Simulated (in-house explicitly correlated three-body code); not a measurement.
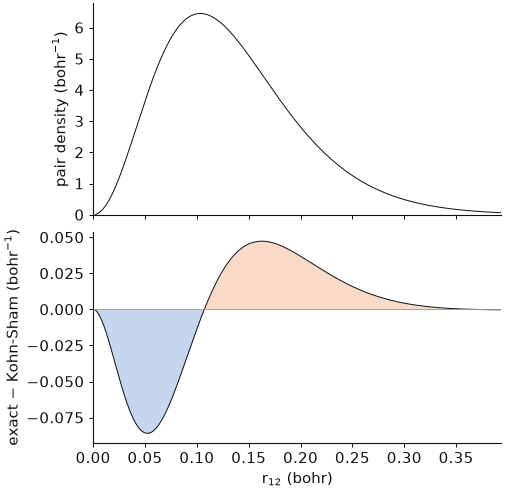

Two electrons around a point charge Z = 16.637. Computed variationally in 260 exponentially correlated functions with an in-house code, non-relativistic, converged to about 10⁻⁸ of the energy. The plot shows the distribution of the distance r₁₂ between the electrons in the ground state (one pair, times 4πr₁₂²) and its difference from that of the Kohn-Sham determinant with the same density, the Coulomb hole.

### How large and how deep is the Coulomb hole?

The pair density peaks near r₁₂ = 0.10 bohr, and ⟨r₁₂⟩ = 0.1353 bohr. Correlation takes weight from short distances: the hole is deepest (−0.086 bohr⁻¹) near 0.052 bohr and first changes sign near 0.11 bohr, moving 0.52 % of the pair outwards. The mean cosine of the angle between the electrons is −0.00800, and the density-functional correlation energy is −46.06 millihartree.
